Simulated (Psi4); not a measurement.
**Two attempts at doublet [TiI4]+**

Wanted: a single-point energy of doublet [TiI4]+, UMP2/def2-SVP (core potential).

The calculation is run with Psi4 1.11.

13 further runs of the same task are left out: 13 that didn't finish.

### Step 1. The molecule

[TiI4]+ has 5 atoms, charge +1, and is taken as a doublet. SMILES of the parent species: `[I][Ti]([I])([I])[I]`. Geometry: relaxed at PBE0-D4/def2-TZVP. That shape belongs to the parent species and isn't relaxed for this state.

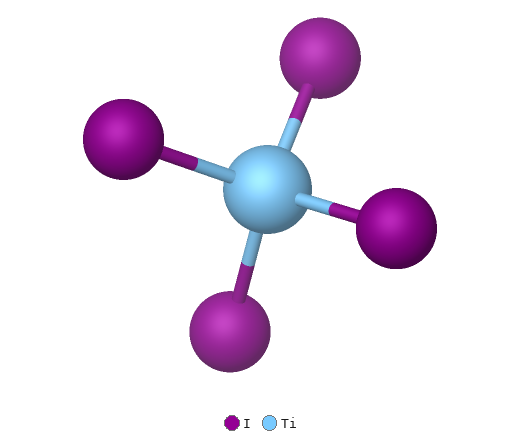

The structure, seen from a chosen angle (iodine purple, titanium blue).

### Step 2. First attempt

job.in reads:

```
memory 1.6 GB

molecule molecule1 {
  1 2
  I     -1.165530     0.014740     2.241590
  Ti     0.000000     0.000000     0.000000
  I      2.150620    -1.314020     0.177640
  I     -1.503070    -1.073760    -1.723710
  I      0.517990     2.373040    -0.695510
  symmetry c1
}

set {
  basis def2-SVP
  reference uhf
  puream true
  e_convergence 1e-09
  d_convergence 1e-08
  scf_type pk
  num_frozen_docc 21
  mp2_type conv
  maxiter 100
}

e_tot, wfn = energy("mp2", return_wfn=True)
```

Command:

```bash
$ psi4 -n 1 job.in job.out
```

job.out:

```text
Psi4 1.11 release

   => Loading Basis Set <=

    Name: DEF2-SVP
    Role: ORBITAL
    Keyword: BASIS

    !!!  WARNING: ECP capability is in beta. Please check occupations closely.  !!!

         ---------------------------------------------------------
                                   SCF
                              UHF Reference
                        1 Threads,   1525 MiB Core
         ---------------------------------------------------------

  ==> Geometry <==

    Molecular point group: c1
    Full point group: C1

    Geometry (in Angstrom), charge = 1, multiplicity = 2:

[... 91 lines left out ...]
                        Total Energy        Delta E     RMS |[F,P]|
[... 4 lines left out ...]
   @UHF iter   3: -2034.67718295842269   -5.58850e+00   2.74843e-03 DIIS/ADIIS
[... 3 lines left out ...]
   @UHF iter   7: -2034.75571286134050   -3.00228e-03   1.41165e-04 DIIS/ADIIS
[... 4 lines left out ...]
   @UHF iter  92: -2034.75663314621238    6.10910e-04   1.14167e-04 DIIS/ADIIS
[... 3 lines left out ...]
   @UHF iter  96: -2034.75729376189474   -1.01710e-03   1.08331e-04 DIIS/ADIIS
[... 3 lines left out ...]
   @UHF iter 100: -2034.75607288564288    2.05382e-03   1.12564e-04 DIIS/ADIIS
[... 1 line left out ...]
PsiException: Could not converge SCF iterations in 100 iterations.

  Failed to converge.

psi4.driver.p4util.exceptions.SCFConvergenceError: Could not converge SCF iterations in 100 iterations.

Printing out the relevant lines from the Psithon --> Python processed input file:
    core.set_global_option("D_CONVERGENCE", 1e-08)
    core.set_global_option("SCF_TYPE", "pk")
    core.set_global_option("NUM_FROZEN_DOCC", 21)
    core.set_global_option("MP2_TYPE", "conv")
    core.set_global_option("MAXITER", 100)
--> e_tot, wfn = energy("mp2", return_wfn=True)

!-------------------------------------------------------!
!                                                       !
!  Could not converge SCF iterations in 100 iterations. !
!                                                       !
!-------------------------------------------------------!

    Psi4 run time: 0:00:33.28
```

Run time: 35 s. Hardware: 1 thread of Intel Xeon 6975P-C (Granite Rapids), shared host; peak memory 0.84 GiB.

### Step 3. Reading the log

The iterations ended before the threshold was met.

The log says `Could not converge SCF iterations in 100 iterations.`. The sound input adds `soscf true`, `soscf_start_convergence 0.001`. These settings are changed for another try; the log doesn't prove which change is needed.

### Step 4. The mended input

job.in: that of step 2 with these lines changed.

```diff
@@ -22,2 +22,4 @@
   maxiter 100
+  soscf true
+  soscf_start_convergence 0.001
 }
```

Command:

```bash
$ psi4 -n 1 job.in job.out
```

job.out:

```text
[...]
    !!!  WARNING: ECP capability is in beta. Please check occupations closely.  !!!
[...]
  Running in c1 symmetry.
[...]
  Nuclear repulsion =  941.760767376313424
[...]
  Multiplicity = 2
[...]
  Nalpha       = 61
  Nbeta        = 60
[...]
    Number of basis functions: 135
[...]
   @UHF iter   1: -2034.26224897849306   -1.30346e+01   6.51248e-03 ADIIS/DIIS
[...]
   @UHF iter  46: -2034.77538151610111    4.54747e-13   8.35814e-09 SOSCF, nmicro=conv
[...]
   @S^2 Observed:                1.565772472E+00
[...]
    Orbital Energies [Eh]
    ---------------------
    Alpha Occupied:
       1A   -183.625128     2A    -21.781809     3A    -18.166445
       4A    -18.153197     5A    -18.148538     6A     -7.987191
       7A     -7.987191     8A     -7.871398     9A     -7.871398
      10A     -5.849382    11A     -5.849381    12A     -5.830338
      13A     -5.830336    14A     -5.825882    15A     -5.825881
      16A     -5.722725    17A     -5.722723    18A     -5.718885
      19A     -5.718884    20A     -5.717655    21A     -5.717653
      22A     -3.155813    23A     -2.540324    24A     -2.540297
      25A     -2.536331    26A     -2.536324    27A     -2.532130
      28A     -2.532126    29A     -2.517796    30A     -2.517750
      31A     -2.517551    32A     -2.517546    33A     -2.417621
      34A     -2.417474    35A     -2.415688    36A     -2.415681
[...]
  @UHF Final Energy: -2034.77538151610111
   => Energetics <=
    Nuclear Repulsion Energy =            941.7607673763134244
    One-Electron Energy =               -5091.3695929676177911
    Two-Electron Energy =                2114.8334440752032606
    Total Energy =                      -2034.7753815161013335
  UHF NO Occupations:
  HONO-2 :   59  A 1.9937239
  HONO-1 :   60  A 1.4782688
[...]
 Multipole Moments:
 ------------------------------------------------------------------------------------
     Multipole            Electronic (a.u.)      Nuclear  (a.u.)        Total (a.u.)
 ------------------------------------------------------------------------------------
 L = 1.  Multiply by 2.5417464519 to convert [e a0] to [Debye]
 Dipole X            :          0.8380454           -0.0000542            0.8379912
 Dipole Y            :         -1.1052816            0.0000000           -1.1052816
 Dipole Z            :          2.0580480           -0.0000542            2.0579938
 Magnitude           :                                                    2.4817766
[...]
	SCS-MP2 Total Energy (a.u.)        : -2035.44830336706718
	SOS-MP2 Total Energy (a.u.)        : -2035.36678992788052
	SCSN-MP2 Total Energy (a.u.)       : -2035.20577247500705
[...]
	SOS-PI-MP2 Total Energy (a.u.)     : -2035.46535799651042
[...]
	MP2 Total Energy (a.u.)            : -2035.51276217681061
[...]
```

Wall time 3.2 min (1 thread of Intel Xeon 6975P-C (Granite Rapids), shared host); peak memory 1.1 GiB.

### Step 5. Summary of results

At UMP2/def2-SVP (core potential):

| quantity | value |
| --- | --- |
| total energy | -2035.51276 Eh |
| HOMO energy (Hartree–Fock orbitals) (highest over α and β) | -13.42 eV |
| LUMO energy (Hartree–Fock orbitals) (lowest over α and β) | -7.30 eV |
| correlation energy (21 core orbitals frozen) | -737.4 mEh |
| ⟨S²⟩ of the reference determinant | 1.566 |

What this shows: ⟨S²⟩ is 1.57 where a pure doublet has 0.75: the reference is spin-contaminated.
